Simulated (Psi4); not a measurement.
# InH2 (SMILES [InH2]): UHCTH/407/STO-3G

Aim: the vertical ionisation energy of InH2 at UHCTH/407/STO-3G, from 2 runs. 

The results are computed with Psi4 1.11.

4 further runs of the same task are left out: 1 that didn't finish, 3 set aside as unsound or not needed.

## Step 1: The structure to begin with

InH2 has 3 atoms, charge 0, and is taken as a doublet. SMILES: `[InH2]`. The shape is that of a PBE0-D4/def2-TZVP optimisation.

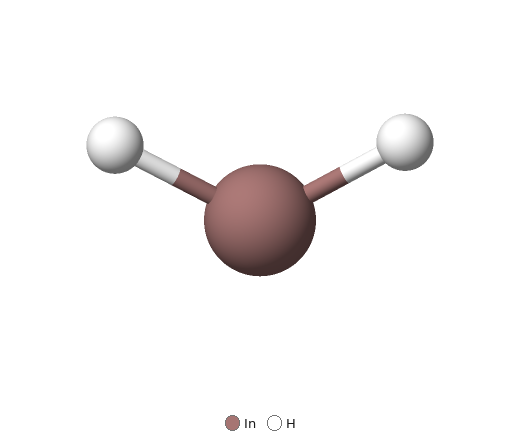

The structure, seen from a chosen angle (indium brown, hydrogen white).

## Step 2: The energy at UHCTH/407/STO-3G

The input, job.json:

```json
{
 "schema_name": "qcschema_input",
 "schema_version": 1,
 "molecule": {
  "schema_name": "qcschema_molecule",
  "schema_version": 2,
  "symbols": ["In", "H", "H"],
  "geometry": [0.72678867, -0.80388949, 0.28308097, 1.30636767, 2.39125944, 0.98568115, -2.05394332, -1.7098242, -1.29389548],
  "molecular_charge": 0,
  "molecular_multiplicity": 2,
  "fix_com": true,
  "fix_orientation": true
 },
 "driver": "energy",
 "model": {
  "method": "hcth407",
  "basis": "STO-3G"
 },
 "keywords": {
  "reference": "uks",
  "scf_type": "pk"
 }
}
```

Started as:

```console
$ psi4 --qcschema job.json -n 1 --memory 1600MB
```

stdout (excerpt; [...] marks lines left out):

```text
[...]
  Running in c1 symmetry.
[...]
  Nuclear repulsion =   29.668757049944130
[...]
  Multiplicity = 2
[...]
  Nalpha       = 26
  Nbeta        = 25
[...]
    Number of basis functions: 29
[...]
   @UKS iter   1: -5689.22688341233425   -2.09697e+00   1.45311e-02 DIIS/ADIIS
[...]
   @UKS iter   7: -5689.38986056836711   -9.68612e-09   1.03972e-07 DIIS
[...]
   @S^2 Observed:                7.505716601E-01
[...]
    Orbital Energies [Eh]
    ---------------------
    Alpha Occupied:
       1A   -973.835890     2A   -140.937808     3A   -134.056066
       4A   -134.055190     5A   -134.054643     6A    -25.373122
       7A    -22.825022     8A    -22.819377     9A    -22.818709
      10A    -15.309824    11A    -15.308224    12A    -15.306987
      13A    -15.303913    14A    -15.303737    15A     -3.381022
      16A     -2.366634    17A     -2.349899    18A     -2.348751
      19A     -0.260824    20A     -0.224290    21A     -0.184007
      22A     -0.177984    23A     -0.175620    24A     -0.167642
      25A     -0.123334    26A     -0.043745
    Alpha Virtual:
[...]
  @UKS Final Energy: -5689.38986056836711
   => Energetics <=
    Nuclear Repulsion Energy =             29.6687570499441300
    One-Electron Energy =               -7931.5928287511042072
    Two-Electron Energy =                2373.3847200033487752
    DFT Exchange-Correlation Energy =    -160.8505088705557284
    Empirical Dispersion Energy =           0.0000000000000000
    VV10 Nonlocal Energy =                  0.0000000000000000
    Total Energy =                      -5689.3898605683671121
[...]
 Multipole Moments:
 ------------------------------------------------------------------------------------
     Multipole            Electronic (a.u.)      Nuclear  (a.u.)        Total (a.u.)
 ------------------------------------------------------------------------------------
 L = 1.  Multiply by 2.5417464519 to convert [e a0] to [Debye]
 Dipole X            :        -34.6648224           34.8650692            0.2002468
 Dipole Y            :         38.5009377          -38.7091498           -0.2082120
 Dipole Z            :        -13.4832023           13.5627532            0.0795509
 Magnitude           :                                                    0.2996321
[...]
```

The result, in JSON:

```text
{
 "driver": "energy",
 "model": {
  "method": "hcth407",
  "basis": "STO-3G"
 },
 "success": true,
 "return_result": -5689.389860568367,
 "properties": {
  "calcinfo_nbasis": 29,
  "calcinfo_nmo": 29,
  "calcinfo_nalpha": 26,
  "calcinfo_nbeta": 25,
  "calcinfo_natom": 3,
  "nuclear_repulsion_energy": 29.66875704994413,
  "return_energy": -5689.389860568367,
  "scf_one_electron_energy": -7931.592828751104,
  "scf_two_electron_energy": 2373.384720003349,
  "scf_xc_energy": -160.85050887055573,
  "scf_dipole_moment": [0.20024682563065, -0.20821202544635042, 0.07955088985370828],
  "scf_total_energy": -5689.389860568367,
  "scf_iterations": 7
 }
}
```

It took 3.6 s on 1 thread of Intel Xeon Platinum 8488C (Sapphire Rapids), shared host; peak memory 0.23 GiB.

## Step 3: The singlet cation at the same level

The input, h2in.inp:

```
memory 1.6 GB

molecule m {
  1 1
  In     0.384600    -0.425400     0.149800
  H      0.691300     1.265400     0.521600
  H     -1.086900    -0.904800    -0.684700
  no_reorient
  no_com
}

set globals {
  reference uks
  scf_type pk
}

energy_value = energy('hcth407/STO-3G')
```

Started as:

```console
$ psi4 h2in.inp h2in.out -n 1
```

h2in.out (excerpt; [...] marks lines left out):

```text
[...]
  Running in c1 symmetry.
[...]
  Nuclear repulsion =   29.668757031161100
[...]
  Multiplicity = 1
[...]
  Nalpha       = 25
  Nbeta        = 25
[...]
    Number of basis functions: 29
[...]
   @UKS iter   1: -5689.07448449825824   -1.94457e+00   1.40006e-02 ADIIS/DIIS
[...]
   @UKS iter   7: -5689.20709147472735   -9.70431e-10   5.12977e-07 DIIS
[...]
   @S^2 Observed:                3.552713679E-14
[...]
    Orbital Energies [Eh]
    ---------------------
    Alpha Occupied:
       1A   -974.212258     2A   -141.311631     3A   -134.429998
       4A   -134.429309     5A   -134.428708     6A    -25.744484
       7A    -23.195461     8A    -23.192779     9A    -23.188407
      10A    -15.680983    11A    -15.680541    12A    -15.676809
      13A    -15.675701    14A    -15.675099    15A     -3.746107
      16A     -2.725754    17A     -2.721262    18A     -2.708612
      19A     -0.566226    20A     -0.562809    21A     -0.544236
      22A     -0.540719    23A     -0.533596    24A     -0.500593
      25A     -0.426839
    Alpha Virtual:
[...]
  @UKS Final Energy: -5689.20709147472735
   => Energetics <=
    Nuclear Repulsion Energy =             29.6687570311610997
    One-Electron Energy =               -7913.3961559322760877
    Two-Electron Energy =                2355.0138614312991194
    DFT Exchange-Correlation Energy =    -160.4935540049115446
    Empirical Dispersion Energy =           0.0000000000000000
    VV10 Nonlocal Energy =                  0.0000000000000000
    Total Energy =                      -5689.2070914747273491
[...]
 Multipole Moments:
 ------------------------------------------------------------------------------------
     Multipole            Electronic (a.u.)      Nuclear  (a.u.)        Total (a.u.)
 ------------------------------------------------------------------------------------
 L = 1.  Multiply by 2.5417464519 to convert [e a0] to [Debye]
 Dipole X            :        -33.6059794           34.8650691            1.2590897
 Dipole Y            :         37.3515692          -38.7091500           -1.3575808
 Dipole Z            :        -13.0682353           13.5627534            0.4945181
 Magnitude           :                                                    1.9164761
[...]
```

Run time: 4.2 s. Hardware: 1 thread of Intel Xeon Platinum 8488C (Sapphire Rapids), shared host; peak memory 0.23 GiB.

## Step 4: Results

Level: UHCTH/407/STO-3G.

| quantity | value |
| --- | --- |
| doublet InH2: total energy | -5689.38986 Eh |
| doublet InH2: dipole moment | 0.76 D |
| doublet InH2: HOMO energy (highest over α and β) | -1.19 eV |
| doublet InH2: LUMO energy (lowest over α and β) | 0.42 eV |
| doublet InH2: ⟨S²⟩ | 0.751 |
| singlet cation: total energy | -5689.20709 Eh |
| singlet cation: HOMO energy | -11.61 eV |
| singlet cation: LUMO energy | -8.45 eV |
| singlet cation: HOMO–LUMO gap | 3.16 eV |
| vertical ionisation energy (to the singlet cation) | 4.973 eV |

In words: The vertical ionisation energy comes to 4.97 eV (115 kcal/mol). Only the singlet of the ionised species was computed; a triplet could lie lower. In a minimal basis such a difference can be off by several eV, whatever the method. Relativity is left out (doublet InH2) although the molecule holds a heavy atom. Relativity is left out (singlet cation) although the molecule holds a heavy atom.
